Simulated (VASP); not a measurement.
Band structure of W (bcc). Calculation: optB86b-vdW, VASP's PBE PAW potentials (set 64) (plane waves; VASP).

Unless said otherwise, spin-orbit coupling is left out, though it shifts the bands of the heavy elements here.

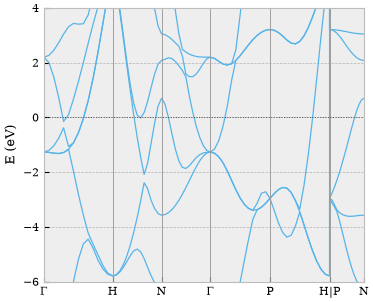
Figure. Bands along high-symmetry lines, zero at the valence-band maximum or, without a gap, the Fermi level

Question: Read the plot: is there a gap, and where are the band edges?

Answer: It has no gap at this level: it comes out as a metal or semimetal. (Edges off the drawn lines would not show.)

The compound is W in the bcc structure. It was relaxed first.
